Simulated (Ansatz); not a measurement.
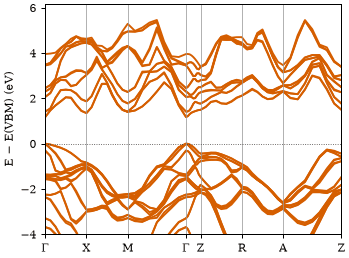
*Band structure from plane-wave PAW PBE with spin–orbit coupling (Ansatz code)*

Task: Read off the gap and where the band edges lie.

Result: About 1.2 eV (1.17 eV by a search for the band edges); maximum at Γ, minimum at Γ.

The material is Al$_{3}$GaAs$_{4}$ in space group P-4m2 (No. 115; Pearson symbol tP8).

The start of the workflow was typed in or built on a structure type; neither database checked (COD, Materials Project) lists it. Whether it is the stable phase at ambient conditions was not checked. The cell was relaxed with PBE under the symmetry of its start; whether a distortion lowers the energy is not shown.

Potentials: the earlier of the program's two PAW sets.
